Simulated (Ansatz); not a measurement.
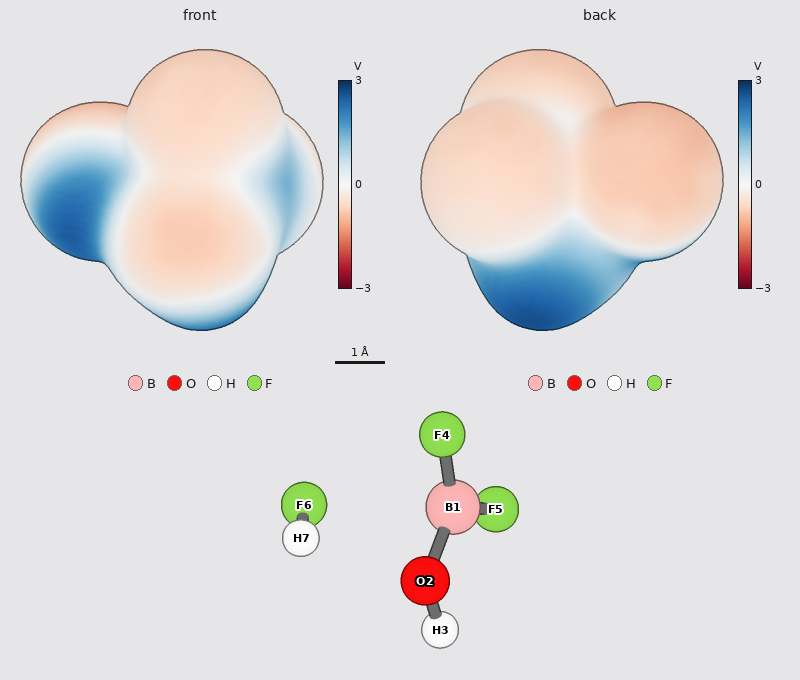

BF2HO···HF. The molecular electrostatic potential painted on the density surface at 0.001 e/bohr³, seen from the front and from behind; red is negative and blue positive. The bare structure is drawn below in the same view.

Not at a stationary point (largest force 0.7 eV/Å).

The calculation used RKS B3LYP/6-31G* in Ansatz.

```xyz
7

B    -0.0596   -0.2523    0.1137
O    -0.0505   -0.4112    1.4899
H    -0.9539   -0.5034    1.8273
F     1.0952   -0.1855   -0.5216
F    -1.1951   -0.2758   -0.5735
F     0.0162    2.1941    0.7174
H     0.3613    1.7563    1.4650
```

> Which sites attract a positive test charge, and which a negative one?

A positive charge is drawn to the negative regions and a negative charge to the positive ones. The most negative region (about −0.9 V) lies over F6, the most positive (about +2.6 V) over H3.
